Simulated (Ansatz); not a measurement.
**AlClO (SMILES [O]=[Al][Cl]): levels of theory compared**

Wanted: a comparison of 6 runs (HF/STO-3G, CAM-B3LYP/STO-3G, PBE/STO-3G, UPBE/STO-3G, BCCD(T)/STO-3G, CCSDT/STO-3G) of AlClO. 

The results are computed with Ansatz 0.2.0.

66 further runs of the same task are left out: 6 that didn't finish, 60 set aside as unsound or not needed.

## Step 1: The structure to begin with

AlClO: 3 atoms, total charge 0, spin state singlet. SMILES: `[O]=[Al][Cl]`. The Cl3–Al2 distance was set to 2.517 Å, away from the relaxed value.

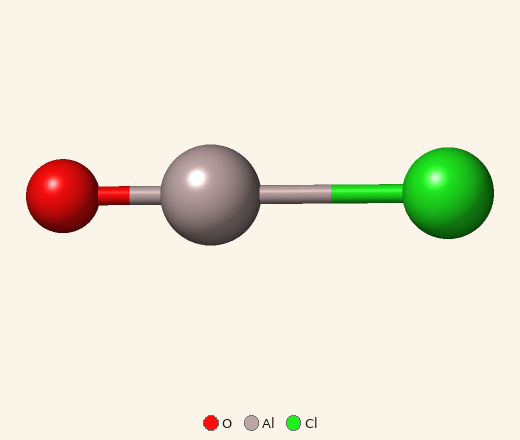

Viewed from a chosen angle; oxygen red, aluminium light grey, chlorine green.

## Step 2: A single-point energy at HF/STO-3G (run 1)

The input, run.yaml:

```yaml
crystal:
  periodic: [false, false, false]
  atoms:
    - {symbol: O, position_ang: [0.139010, 2.191445, 0.318139]}
    - {symbol: Al, position_ang: [0.040880, 0.644405, 0.093559]}
    - {symbol: Cl, position_ang: [-0.116820, -1.841490, -0.267330]}
basis:
  gaussian: {orbitals: STO-3G}
total_charge: 0
hamiltonian: {xc: hf}
accuracy: high
```

On the command line:

```bash
$ ansatz run run.yaml --threads 1 --pin off --max-ram 2610MiB --events-out events.jsonl --progress --plain --runs-dir runs
```

What it wrote:

```text
Warning: RAYON_NUM_THREADS=1 ignored (pool sized by the plan → 1); use --threads N
Functional definition: HF
  name "HF"
  exchange = exact_x
  correlation = 0
385 factors; integrals over basis functions are off by at most 3.5e-8 eV
mean field evaluation 1: about -20875.1427 eV, gradient 3.7e1 eV
mean field evaluation 2: about -20875.1574 eV, gradient 3.7e1 eV
mean field evaluation 4: about -20881.6567 eV, gradient 2.5e0 eV
mean field evaluation 8: about -20881.6878 eV, gradient 1.1e-3 eV
mean field evaluation 16: about -20881.6838 eV, gradient 5.0e-9 eV
mean field -20881.68382308 eV, -767.3877263846 hartree, gradient 5.0e-9 eV, S^2 0.000000; 0 other end points of the search recorded, 0 dependent functions left out
reference -20881.68382308 eV, -767.3877263846 hartree; 19, 19 occupied and 4, 4 virtual orbitals, 385 factors
Total energy: -20881.68382308 eV, -767.3877263846 hartree
```

It took 0.12 s on 1 thread of Arm Neoverse V2, shared host.

## Step 3: A single-point energy at CAM-B3LYP/STO-3G (run 2)

The input, molecule.yaml:

```yaml
crystal:
  periodic: [false, false, false]
  atoms:
    - {symbol: O, position_ang: [0.139010, 2.191445, 0.318139]}
    - {symbol: Al, position_ang: [0.040880, 0.644405, 0.093559]}
    - {symbol: Cl, position_ang: [-0.116820, -1.841490, -0.267330]}
basis:
  gaussian: {orbitals: STO-3G}
hamiltonian: {xc: {name: CAM-B3LYP}}
accuracy: high
```

On the command line:

```bash
$ ansatz run molecule.yaml --threads 1 --pin off --max-ram 2610MiB --events-out events.jsonl --progress --plain --runs-dir runs
```

What it wrote:

```text
Warning: RAYON_NUM_THREADS=1 ignored (pool sized by the plan → 1); use --threads N
Functional definition: CAM-B3LYP
  name "CAM-B3LYP"
  parameter alpha = 0.19
  parameter beta = 0.46
  parameter omega = 0.33/bohr
  parameter ac = 0.81
  exchange = (1 - alpha - beta)*b88_x + beta*b88_x_sr(omega) + alpha*exact_x + beta*exact_x_lr(omega)
  correlation = (1 - ac)*vwn5_c + ac*lyp_c
385 factors; integrals over basis functions are off by at most 3.5e-8 eV
152 factors; integrals over basis functions are off by at most 1.0e-9 eV
mean field evaluation 1: about -20910.6097 eV, gradient 4.3e1 eV
mean field evaluation 2: about -20812.7213 eV, gradient 1.9e2 eV
mean field evaluation 4: about -20919.3557 eV, gradient 9.1e0 eV
mean field evaluation 8: about -20919.5840 eV, gradient 1.3e-1 eV
mean field evaluation 16: about -20919.5841 eV, gradient 4.9e-6 eV
mean field -20919.58407719 eV, -768.7805350332 hartree, gradient 3.9e-8 eV, S^2 0.000000; 0 other end points of the search recorded, 0 dependent functions left out
reference -20919.58408903 eV, -768.7805354685 hartree; 19, 19 occupied and 4, 4 virtual orbitals, 385 factors
Total energy: -20919.58408903 eV, -768.7805354685 hartree
```

It took 1 s on 1 thread of Arm Neoverse V2, shared host; peak memory 0.094 GiB.

Runs 3 to 4 aren't shown in full; the table further down has their settings and results.

## Step 4: A single-point energy at BCCD(T)/STO-3G (run 5)

The input, in.yaml:

```yaml
crystal:
  periodic: [false, false, false]
  atoms:
    - symbol: O
      position_ang: [0.139010, 2.191445, 0.318139]
    - symbol: Al
      position_ang: [0.040880, 0.644405, 0.093559]
    - symbol: Cl
      position_ang: [-0.116820, -1.841490, -0.267330]
basis:
  gaussian:
    orbitals: STO-3G
correlation:
  method: bccd_t
  frozen_orbitals: {Al: 5, Cl: 5, O: 1}
accuracy: high
scf:
  omitted_lower_state_checks: [cluster_reference, increment]
```

On the command line:

```bash
$ ansatz run in.yaml --threads 1 --pin off --max-ram 2610MiB --events-out events.jsonl --progress --plain --runs-dir runs
```

What it wrote:

```text
Warning: RAYON_NUM_THREADS=1 ignored (pool sized by the plan → 1); use --threads N
[... 12 lines left out ...]
11 core orbitals not correlated: weight in the atoms' cores, before any rotation towards them, 1.000 or more for the frozen orbitals, at most 0.000 for the correlated occupied ones
[... 29 lines left out ...]
Total energy: -20885.71447758 eV, -767.5358502055 hartree
Checks for a lower state left out: cluster_reference, increment
```

It took 0.24 s on 1 thread of Arm Neoverse V2, shared host.

## Step 5: A single-point energy at CCSDT/STO-3G (run 6)

run.yaml: that of step 2 with these lines changed.

```diff
@@ -7,5 +7,9 @@
 basis:
-  gaussian: {orbitals: STO-3G}
-total_charge: 0
-hamiltonian: {xc: hf}
+  gaussian:
+    orbitals: STO-3G
+correlation:
+  method: ccsdt
+  frozen_orbitals: {Al: 5, Cl: 5, O: 1}
 accuracy: high
+scf:
+  omitted_lower_state_checks: [cluster_reference, increment]
```

On the command line:

```bash
$ ansatz run run.yaml --threads 1 --pin off --max-ram 2610MiB --events-out events.jsonl --progress --plain --runs-dir runs
```

What it wrote:

```text
Warning: RAYON_NUM_THREADS=1 ignored (pool sized by the plan → 1); use --threads N
[... 12 lines left out ...]
11 core orbitals not correlated: weight in the atoms' cores, before any rotation towards them, 1.000 or more for the frozen orbitals, at most 0.000 for the correlated occupied ones
[... 33 lines left out ...]
Total energy: -20885.71830723 eV, -767.5359909422 hartree
Checks for a lower state left out: cluster_reference, increment
```

Wall time 0.34 s (1 thread of Arm Neoverse V2, shared host).

## Step 6: Overview of the runs

```
run             level  frozen core orbitals  energy (Eh)  wall time
  1         HF/STO-3G                     –  -767.387726     0.12 s
  2  CAM-B3LYP/STO-3G                     –  -768.780535        1 s
  3        PBE/STO-3G                     –  -768.442843     0.97 s
  4       UPBE/STO-3G                     –  -768.442843      1.4 s
  5    BCCD(T)/STO-3G                    11  -767.535850     0.24 s
  6      CCSDT/STO-3G                    11  -767.535991     0.34 s
```

## Step 7: Results

| quantity | value |
| --- | --- |
| run 6: total energy | -767.53599 Eh |
| run 6: correlation energy (11 core orbitals frozen) | -148.3 mEh |
| run 6: T1 diagnostic | 0.039 |

**Reading.** Below the HF energy at the same shape and in the same basis (STO-3G): BCCD(T) -148.1 mEh; CCSDT -148.3 mEh. Totals of different functionals can't be ranked against each other. In runs 5, 6 the log says that unrestricted orbitals would lower the reference, so the values rest on an unstable closed-shell determinant (other closed-shell runs at this shape may share the fault). In runs 1, 2, 3, 4, 5, 6 the basis is minimal, so the values are rough. All runs together took 4.1 s, the longest 1.4 s.
